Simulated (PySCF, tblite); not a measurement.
**C5H7F3P+: dynamics, then NMR shifts on frames**

How do NMR shifts of C5H7F3P+ (`FC(F)(F)C1=C[PH2+]CC1`) change as the atoms move?

Programs: tblite 0.8.0 and PySCF 2.14.0, with density-fitted response routines of our own. Each step states its level of theory. These are calculated values for one molecule in the gas phase, unless marked as measured. Atoms are numbered from 0 throughout.

## 1. The starting structure

16 atoms, charge 1, multiplicity 1; geometry from: GFN2-xTB.

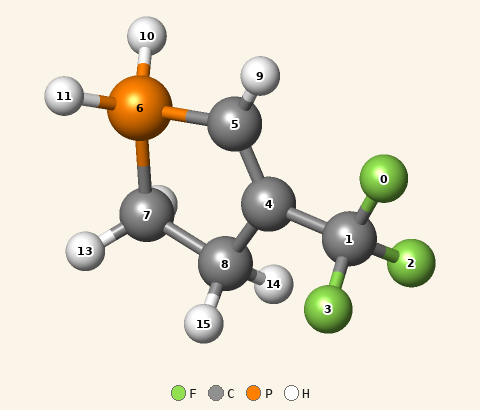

As it starts; fluorine green, carbon grey, phosphorus orange, hydrogen white, atoms numbered.

## 2. Dynamics with GFN2-xTB

The job: settings as JSON, then the geometry in Å.

```
{"job": {"kind": "md", "xc": "GFN2-xTB", "basis": "xTB", "temperature": 300, "steps": 2000, "every": 50, "frames": 5}, "charge": 1, "multiplicity": 1}
F      2.776583     0.100225    -1.300250
C      2.230078    -0.021788    -0.095160
F      2.652690    -1.168715     0.438627
F      2.684236     0.973699     0.669455
C      0.714530     0.012196    -0.155000
C      0.033899     0.214913    -1.288913
P     -1.716314     0.207569    -0.951789
C     -1.552823    -0.152396     0.828610
C     -0.032841    -0.174263     1.122158
H      0.470248     0.364596    -2.264507
H     -2.397503    -0.749282    -1.669388
H     -2.310908     1.415892    -1.240336
H     -2.012440    -1.117470     1.057112
H     -2.067699     0.602857     1.426555
H      0.269136    -1.116216     1.589022
H      0.251531     0.617127     1.822395
```

With the program's defaults for keys left out, this is: GFN2-xTB Langevin dynamics, gas phase.

Run with:

```console
$ OMP_NUM_THREADS=1 python probes_run.py task.json out
```

One launch serves the whole session: the jobs run in the order shown.

Standard output:

```text
t/fs     T/K      E/eV
    0.0   244.0   -830.67894
   25.0   162.2   -830.47990
   50.0   189.5   -830.47085
   75.0   188.2   -830.37166
  100.0   162.3   -830.22170
  125.0   229.8   -830.29188
  150.0   278.6   -830.35299
  175.0   285.7   -830.28478
  200.0   286.3   -830.33350
  225.0   226.0   -830.20964
  250.0   265.8   -830.29001
  275.0   277.4   -830.25692
  300.0   377.5   -830.22357
  325.0   366.5   -830.11622
  350.0   394.4   -830.11566
  375.0   260.4   -829.83054
  400.0   369.4   -830.21134
  425.0   206.2   -830.06230
  450.0   270.3   -830.18285
  475.0   285.4   -830.09650
  500.0   222.9   -829.97781
  525.0   291.1   -830.17101
  550.0   285.4   -830.10293
  575.0   272.8   -830.32570
  600.0   288.4   -830.19669
  625.0   303.1   -830.17569
  650.0   255.7   -830.20651
  675.0   353.6   -830.23682
  700.0   316.3   -830.24725
  725.0   238.8   -829.93949
  750.0   283.7   -830.01578
  775.0   373.3   -829.99565
  800.0   457.4   -830.05704
  825.0   232.7   -829.83365
  850.0   222.6   -830.09251
  875.0   297.4   -830.21933
  900.0   257.3   -830.14025
  925.0   275.3   -830.22529
  950.0   315.5   -830.29900
  975.0   272.8   -830.29729
 1000.0   269.7   -830.37430
```

It took 22 s on 1 thread of Arm Neoverse N1, shared host; peak memory 0.18 GiB.

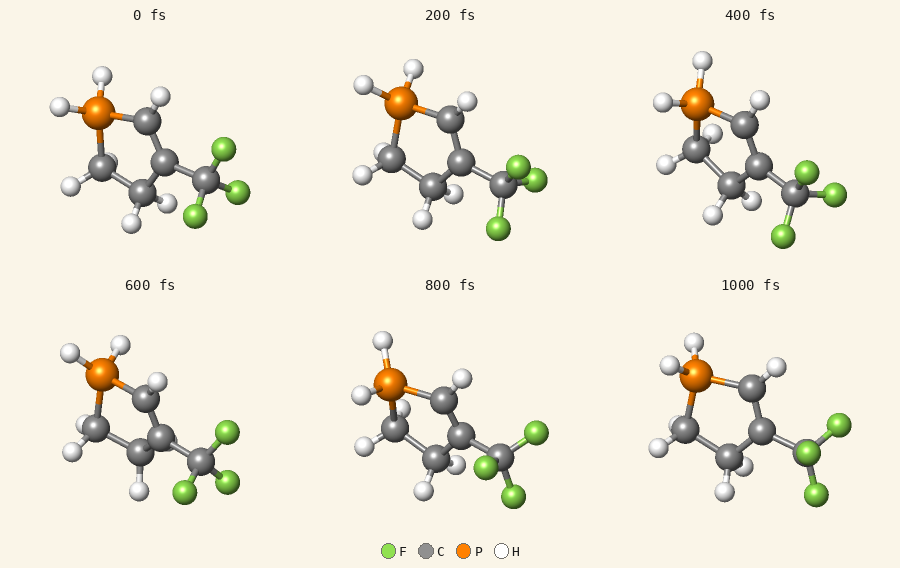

Frames of the run.

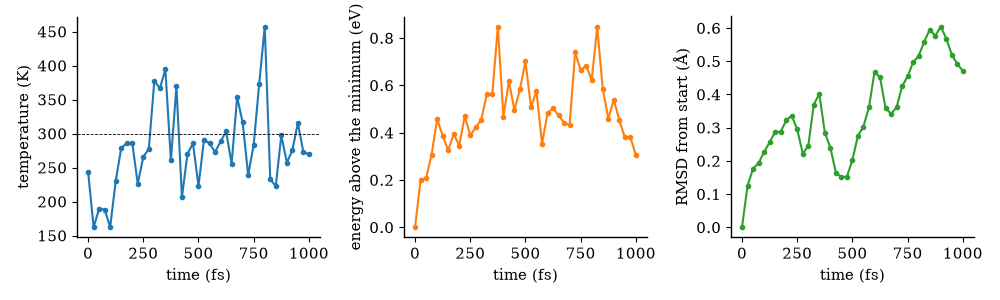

Temperature, potential energy and distance from the start.

Positions (Å) and forces (eV/Å) at 1000 fs:

```xyz
16

F     2.179   -1.241    0.264    0.450    0.339    0.143
C     1.920   -0.114    0.964    0.031   -0.875   -0.015
F     2.291   -0.381    2.247   -0.657    0.597   -1.188
F     2.647    0.891    0.482    0.253   -0.280    0.253
C     0.453    0.191    0.700    0.210    0.009    0.598
C    -0.023    0.326   -0.545    0.785   -0.210   -0.062
P    -1.726    0.794   -0.479    0.270    0.009   -0.589
C    -1.855    0.781    1.292    0.492   -0.035    0.883
C    -0.479    0.325    1.822    0.065   -0.440    1.491
H     0.616    0.161   -1.403   -0.305    0.177   -0.139
H    -2.569   -0.110   -1.031   -0.295   -0.240   -0.379
H    -1.911    2.012   -1.043   -0.183    0.363   -0.274
H    -2.592    0.050    1.583   -0.546   -0.013    0.293
H    -2.062    1.756    1.714   -0.417    0.212    0.036
H    -0.565   -0.634    2.379    0.013    0.075   -0.528
H    -0.064    0.941    2.643   -0.166    0.314   -0.522
```

## 3. Shielding tensors: 250 fs, PBE0/pcSseg-1

The job: settings as JSON, then the geometry in Å.

```
{"job": {"kind": "nmr", "xc": "PBE0", "basis": "pcSseg-1", "pop": false}, "charge": 1, "multiplicity": 1}
F      2.684100     0.224400    -0.580000
C      1.807300    -0.238700     0.330600
F      2.067700    -1.553800     0.301900
F      2.131500     0.295300     1.536500
C      0.334500    -0.046500     0.029500
C     -0.117100     0.219900    -1.213500
P     -1.919500     0.170200    -1.230300
C     -2.106500    -0.098100     0.550400
C     -0.624200    -0.285600     1.115000
H      0.470900     0.612300    -2.039100
H     -2.316400    -0.914900    -1.986100
H     -2.586500     1.256600    -1.636200
H     -2.736800    -0.887700     0.857000
H     -2.384300     0.898400     1.028300
H     -0.447100    -1.264800     1.599900
H     -0.427300     0.486700     1.842400
```

Level: GIAO PBE0/pcSseg-1 NMR shielding, non-relativistic, gas phase.

Standard output:

```text
coarse grid: 14656 points
cycle   1  E = -834.4001457833  dE =  1.768e+00  |g| = 9.265e-01  |ddm| = 3.704e+00
cycle   2  E = -834.2515049613  dE =  1.486e-01  |g| = 1.401e+00  |ddm| = 1.406e+00
cycle   3  E = -834.5555104999  dE = -3.040e-01  |g| = 9.701e-02  |ddm| = 8.034e-01
cycle   4  E = -834.5568651746  dE = -1.355e-03  |g| = 6.401e-02  |ddm| = 1.651e-01
cycle   5  E = -834.5578377892  dE = -9.726e-04  |g| = 1.983e-02  |ddm| = 6.928e-02
cycle   6  E = -834.5579253872  dE = -8.760e-05  |g| = 3.759e-03  |ddm| = 1.828e-02
cycle   7  E = -834.5579285133  dE = -3.126e-06  |g| = 1.071e-03  |ddm| = 4.279e-03
final grid: 140384 points
cycle   8  E = -834.6319889166  dE = -4.656e-05  |g| = 8.928e-03  |ddm| = 2.863e-02
cycle   9  E = -834.6319753806  dE =  1.354e-05  |g| = 1.228e-02  |ddm| = 1.805e-02
cycle  10  E = -834.6320073774  dE = -3.200e-05  |g| = 1.026e-03  |ddm| = 1.046e-02
cycle  11  E = -834.6320075386  dE = -1.612e-07  |g| = 4.348e-04  |ddm| = 9.553e-04
cycle  12  E = -834.6320075783  dE = -3.972e-08  |g| = 1.365e-04  |ddm| = 4.182e-04
cycle  13  E = -834.6320075823  dE = -4.013e-09  |g| = 3.839e-05  |ddm| = 1.477e-04
cycle  14  E = -834.6320075827  dE = -3.658e-10  |g| = 8.141e-06  |ddm| = 4.538e-05
converged SCF energy = -834.6320075827

GIAO shielding tensors (ppm)
atom      isotropic    diamagn.    paramagn.     s11        s22        s33       span
  0 F      243.525     472.276    -228.751    162.976    222.964    344.635    181.660
  1 C       54.634     238.124    -183.489     41.152     52.685     70.065     28.913
  2 F      223.131     472.694    -249.563    141.302    215.315    312.776    171.474
  3 F      239.474     472.989    -233.515    153.414    231.586    333.422    180.008
  4 C        4.432     267.471    -263.039   -106.924     -0.054    120.275    227.199
  5 C       76.471     258.999    -182.528    -20.514    113.709    136.218    156.732
  6 P      353.041     967.710    -614.669    260.379    364.656    434.090    173.710
  7 C      170.506     259.698     -89.192    139.142    180.771    191.606     52.464
  8 C      143.231     247.988    -104.757    115.160    145.147    169.385     54.224
  9 H       25.169      30.811      -5.642     21.029     25.274     29.204      8.176
 10 H       24.946      26.446      -1.501     20.745     21.677     32.415     11.670
 11 H       25.581      27.189      -1.608     21.336     22.227     33.180     11.844
 12 H       29.114      29.137      -0.023     23.377     26.620     37.346     13.969
 13 H       27.101      28.161      -1.060     21.004     25.426     34.872     13.869
 14 H       27.272      29.060      -1.788     21.808     27.480     32.527     10.719
 15 H       28.047      30.854      -2.807     21.797     28.467     33.878     12.081
```

Run time: 51 s. Hardware: 1 thread of Arm Neoverse N1, shared host; peak memory 0.85 GiB.

The references, computed at this level on geometries of the same kind, shield at (ppm): 1H TMS 31.72, 13C TMS 186.9, 19F CFCl3 170.9, 31P H3PO4 318.4. Their shielding less the atom's gives the shift. The references are single molecules in the gas phase, so shifts against H2O, NH3, PH3, H3PO4 or CFCl3 are not on the usual liquid scales and can be off by tens of ppm. Each atom is listed at this fixed geometry, with no averaging over motion; a spectrum would average atoms that exchange fast.

```csv
atoms,environment,σ (ppm),δ (ppm)
C4,fully substituted alkene carbon,4.4,182.5
C1,CF3 carbon,54.6,132.3
C5,alkene CH,76.5,110.5
C8,allylic sp3 CH2,143.2,43.7
C7,sp3 CH2 bonded to P,170.5,16.4
H10,"hydrogen on a phosphorus bonded to 2 C, in a 5-membered ring",24.95,6.77
H9,hydrogen on an alkene CH,25.17,6.55
H11,"hydrogen on a phosphorus bonded to 2 C, in a 5-membered ring",25.58,6.14
H13,hydrogen on an sp3 CH2 bonded to P,27.10,4.62
H14,hydrogen on an allylic sp3 CH2,27.27,4.45
H15,hydrogen on an allylic sp3 CH2,28.05,3.67
H12,hydrogen on an sp3 CH2 bonded to P,29.11,2.60
F2,fluorine of a CF3 group,223.1,-52.2
F3,fluorine of a CF3 group,239.5,-68.5
F0,fluorine of a CF3 group,243.5,-72.6
P6,"phosphorus bonded to 2 C, 2 H, in a 5-membered ring",353.0,-34.7
```

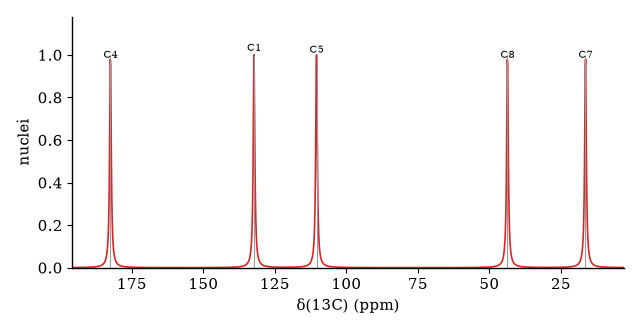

13C lines at the computed shifts, without couplings. Lines are broadened to a width of 0.66 ppm (Lorentzian).

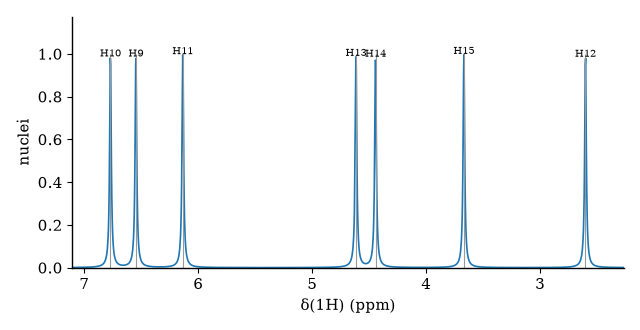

1H lines at the computed shifts, without couplings. Lines are broadened to a width of 0.02 ppm (Lorentzian).

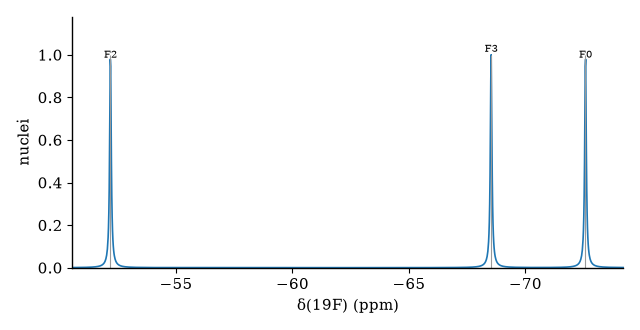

19F lines at the computed shifts, without couplings. Lines are broadened to a width of 0.08 ppm (Lorentzian).

Ring of atoms C4, C5, P6, C7, C8: NICS(0) -4.5, NICS(1) -3.9, NICS(1)zz -3.4 ppm (means of both faces).

## 4. NMR shieldings: 425 fs, PBE0/pcSseg-1

The job: settings as JSON, then the geometry in Å.

```
{"job": {"kind": "nmr", "xc": "PBE0", "basis": "pcSseg-1", "pop": false}, "charge": 1, "multiplicity": 1}
F      2.220300     0.398700    -0.309700
C      1.388400    -0.170900     0.584900
F      1.959800    -1.390200     0.911300
F      1.642300     0.529400     1.714800
C     -0.104200    -0.214800     0.311900
C     -0.526800     0.129800    -0.879900
P     -2.305200     0.015700    -0.977100
C     -2.464000    -0.558600     0.810900
C     -1.083400    -0.548000     1.431400
H     -0.053300     0.503800    -1.767700
H     -2.704900    -1.029100    -1.872600
H     -3.106300     1.111400    -1.347800
H     -2.922600    -1.581200     0.945800
H     -3.152600     0.140100     1.320200
H     -0.832300    -1.431500     1.990100
H     -1.055000     0.236600     2.140800
```

Level: GIAO PBE0/pcSseg-1 NMR shielding, non-relativistic, gas phase.

Standard output:

```text
coarse grid: 14656 points
cycle   1  E = -834.3768954478  dE =  1.720e+00  |g| = 9.584e-01  |ddm| = 3.705e+00
cycle   2  E = -834.1871403723  dE =  1.898e-01  |g| = 1.512e+00  |ddm| = 1.544e+00
cycle   3  E = -834.5472388860  dE = -3.601e-01  |g| = 1.000e-01  |ddm| = 8.887e-01
cycle   4  E = -834.5488437340  dE = -1.605e-03  |g| = 6.238e-02  |ddm| = 1.715e-01
cycle   5  E = -834.5497520760  dE = -9.083e-04  |g| = 1.779e-02  |ddm| = 6.711e-02
cycle   6  E = -834.5498208696  dE = -6.879e-05  |g| = 4.242e-03  |ddm| = 1.721e-02
cycle   7  E = -834.5498248500  dE = -3.980e-06  |g| = 1.238e-03  |ddm| = 4.508e-03
final grid: 140384 points
cycle   8  E = -834.6247663888  dE = -4.831e-05  |g| = 9.586e-03  |ddm| = 3.136e-02
cycle   9  E = -834.6247478092  dE =  1.858e-05  |g| = 1.373e-02  |ddm| = 1.922e-02
cycle  10  E = -834.6247873236  dE = -3.951e-05  |g| = 1.049e-03  |ddm| = 1.136e-02
cycle  11  E = -834.6247874976  dE = -1.740e-07  |g| = 4.407e-04  |ddm| = 9.377e-04
cycle  12  E = -834.6247875376  dE = -3.999e-08  |g| = 1.243e-04  |ddm| = 4.043e-04
cycle  13  E = -834.6247875409  dE = -3.288e-09  |g| = 3.819e-05  |ddm| = 1.396e-04
cycle  14  E = -834.6247875413  dE = -3.583e-10  |g| = 9.876e-06  |ddm| = 4.780e-05
converged SCF energy = -834.6247875413

GIAO shielding tensors (ppm)
atom      isotropic    diamagn.    paramagn.     s11        s22        s33       span
  0 F      234.700     473.725    -239.024    155.786    207.181    341.134    185.347
  1 C       51.440     233.893    -182.453     42.157     48.671     63.491     21.335
  2 F      204.172     472.243    -268.070     96.892    179.465    336.160    239.268
  3 F      217.472     472.748    -255.276    127.001    206.859    318.557    191.556
  4 C       12.862     264.485    -251.622    -87.989     14.384    112.191    200.180
  5 C       82.170     257.733    -175.563    -10.189     97.302    159.397    169.587
  6 P      327.661     966.499    -638.838    231.104    312.921    438.958    207.854
  7 C      164.512     255.904     -91.392    130.199    177.494    185.842     55.643
  8 C      152.040     244.474     -92.434    127.910    147.305    180.905     52.995
  9 H       25.282      31.495      -6.212     21.126     26.744     27.977      6.850
 10 H       24.053      25.131      -1.078     20.276     20.679     31.205     10.929
 11 H       24.230      25.291      -1.061     20.278     21.094     31.318     11.040
 12 H       27.217      25.560       1.657     21.416     24.978     35.259     13.843
 13 H       28.147      26.690       1.457     22.587     25.928     35.926     13.339
 14 H       28.055      28.344      -0.289     22.325     27.774     34.066     11.741
 15 H       28.731      29.708      -0.977     22.696     28.624     34.872     12.176
```

Run time: 50 s. Hardware: 1 thread of Arm Neoverse N1, shared host; peak memory 1 GiB.

Key values: δ C4 174.1, C1 135.5, C5 104.8, C8 34.9, H10 7.66, H11 7.49 ppm.

(Part 1 of 2 ends here.)
